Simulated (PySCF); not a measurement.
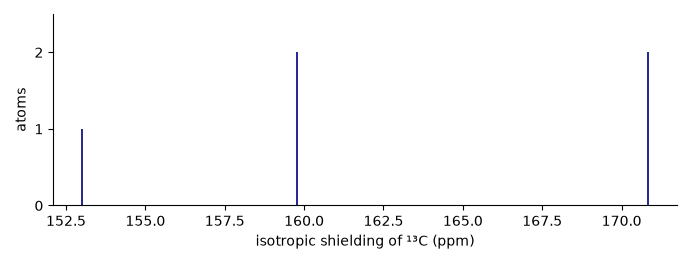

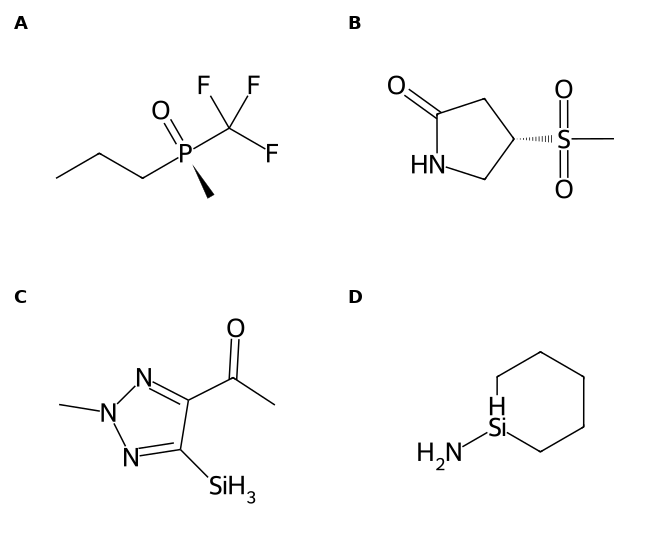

The sticks are computed shieldings of one of the molecules, for one fixed geometry (GFN2-xTB) without averaging over rotations. Low shielding means a high chemical shift. Method: GIAO PBE0/pcSseg-1 NMR shielding, non-relativistic, gas phase (PySCF 2.14.0).

Which molecule gives this pattern?

D, `N[SiH]1CCCCC1`. Its 5 C atoms give lines at 153.0, 159.8 (2 atoms), 170.8 (2 atoms) ppm.

The geometry is semi-empirical. Around P, Si such bond lengths and angles can be off by a tenth of an ångström or more and by several degrees, and values that hang on the shape move with them.
